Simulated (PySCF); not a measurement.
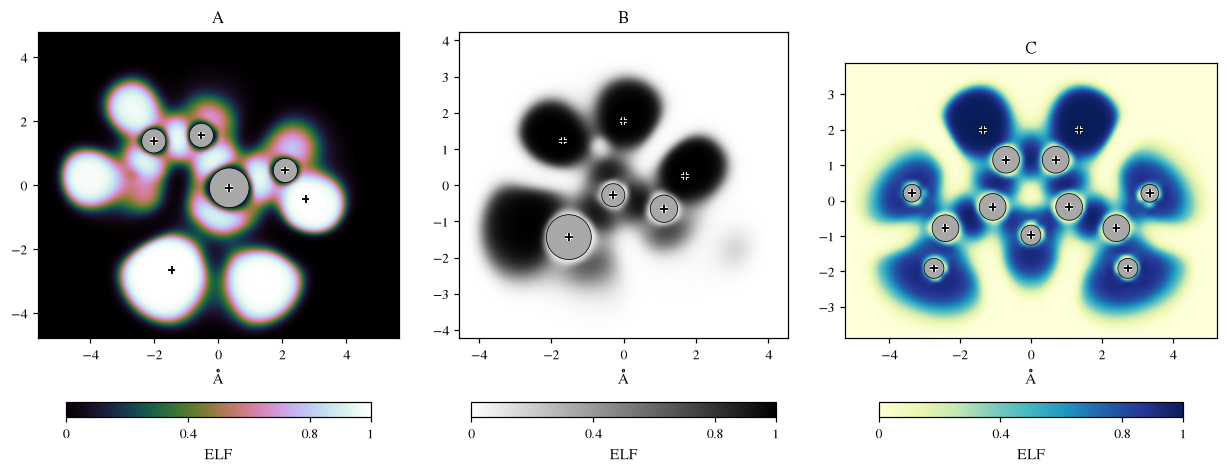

The ELF of 3 systems, each on a plane through atoms (crosses mark nuclei in the plane; grey discs cover the cores).

All numbers below come from PBE0/pcSseg-1, SCF density, gas phase, non-relativistic (PySCF).

System 1: C4H12NP, the plane of atoms P4, N3 and C5. Geometry: GFN2-xTB.

```xyz
18

C     1.9078    0.3157    0.6741
C     1.3502    0.3210   -0.7476
N    -0.0968    0.3253   -0.8375
P    -0.8805    1.8197   -0.8914
C    -0.8045   -0.8939   -0.5008
C    -1.3167   -0.9856    0.9355
H     1.4702    1.1332    1.2444
H     1.6906   -0.6233    1.1768
H     2.9868    0.4465    0.6455
H     1.6981    1.2235   -1.2597
H     1.7277   -0.5507   -1.2946
H    -1.5390    1.8757    0.3612
H    -2.0529    1.3369   -1.4961
H    -1.6642   -0.9734   -1.1789
H    -0.1335   -1.7327   -0.7074
H    -2.0158   -0.1767    1.1390
H    -1.8354   -1.9306    1.0763
H    -0.5008   -0.9242    1.6496
```

System 2: C6H2F2O3 (SMILES O=C(F)c1ccc(C(=O)F)o1), the molecular plane. Geometry: GFN2-xTB.

```xyz
13

O    -2.5715   -2.1248   -0.0119
C    -2.3388   -0.9690   -0.0117
F    -3.3592   -0.0618   -0.0186
C    -1.0609   -0.2651   -0.0062
C    -0.7897    1.0919   -0.0080
C     0.6050    1.2040   -0.0004
C     1.0891   -0.0924    0.0048
C     2.4630   -0.5829    0.0130
O     2.8773   -1.6868    0.0172
F     3.3247    0.4762    0.0153
O     0.0778   -0.9720    0.0009
H    -1.5119    1.8826   -0.0128
H     1.1908    2.1006    0.0007
```

System 3: C4H13AlP2, the plane of atoms C2, C3 and P4. Geometry: GFN2-xTB.

```yaml
atoms:
  - { symbol: C, position_ang: [2.3525, 0.0881, 0.6764] }
  - { symbol: C, position_ang: [1.7811, -1.0894, 0.8442] }
  - { symbol: C, position_ang: [0.3022, -1.2976, 0.9530] }
  - { symbol: P, position_ang: [-0.6335, -0.0407, -0.0421] }
  - { symbol: C, position_ang: [-2.3658, -0.4824, 0.3870] }
  - { symbol: Al, position_ang: [-0.1268, 2.3483, -0.5158] }
  - { symbol: P, position_ang: [-0.4849, -0.8924, -2.0212] }
  - { symbol: H, position_ang: [3.4217, 0.1987, 0.6208] }
  - { symbol: H, position_ang: [1.7672, 1.0006, 0.5978] }
  - { symbol: H, position_ang: [2.3850, -1.9848, 0.9302] }
  - { symbol: H, position_ang: [-0.0142, -1.1880, 1.9969] }
  - { symbol: H, position_ang: [0.0223, -2.3028, 0.6210] }
  - { symbol: H, position_ang: [-2.5670, -1.5336, 0.1824] }
  - { symbol: H, position_ang: [-2.5415, -0.2693, 1.4407] }
  - { symbol: H, position_ang: [-3.0322, 0.1396, -0.2097] }
  - { symbol: H, position_ang: [1.0612, 2.1513, -1.5310] }
  - { symbol: H, position_ang: [-1.5557, 2.5554, -1.1614] }
  - { symbol: H, position_ang: [0.1714, 2.8873, 0.9237] }
  - { symbol: H, position_ang: [0.8778, -0.6077, -2.0909] }
  - { symbol: H, position_ang: [-0.8260, 0.3301, -2.6051] }
```

Which map belongs to which system?

Answer. Panel A is system 3, C4H13AlP2: the plane holds C, P and H. C–P (1.84 Å): the ELF peaks at about 0.95 between the atoms (localised, covalent bonding). Panel B is system 1, C4H12NP: the plane holds N, P, C and H. C–N (1.45 Å): the ELF peaks at about 0.90 between the atoms: a covalent bond. Panel C is system 2, C6H2F2O3: the plane holds O, C, F and H. C–O (1.18 Å): the ELF peaks at about 0.85 between the atoms; a short, multiple covalent bond.
